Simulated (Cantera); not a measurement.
A closed system holds: 1 mol SiHCl3, 2.8 mol CH4, 12 mol H2, held at 0.133 bar.

Method: chemical equilibrium by Gibbs-energy minimisation in Cantera with the NASA 1993 tables (ideal gas, pure condensed phases). Candidate condensed phases: C, C6H6, C7H8, C8H18, Si, SiC; 109 gas species. The tables' values for SiCl, SiCl3 are old estimates; treat these amounts as uncertain. Gases not in the tables: Si2H6 and higher silanes. Rates play no part.

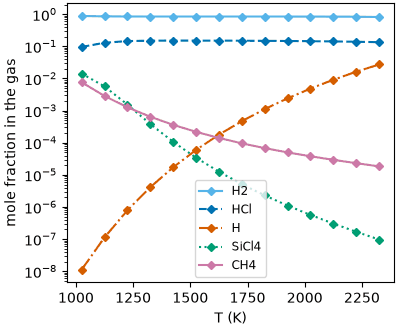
Equilibrium gas composition (values under 1e-9 drawn at 1e-9)

From 1025 K to 2325 K the condensed part is C(graphite) + SiC(s). The main Si-bearing gas is SiCl4 at 1025 K and SiCl2 at 2325 K. The share of Si in condensed phases is highest at 1425 K (98.6 %) and lowest at 1025 K (70.3 %).
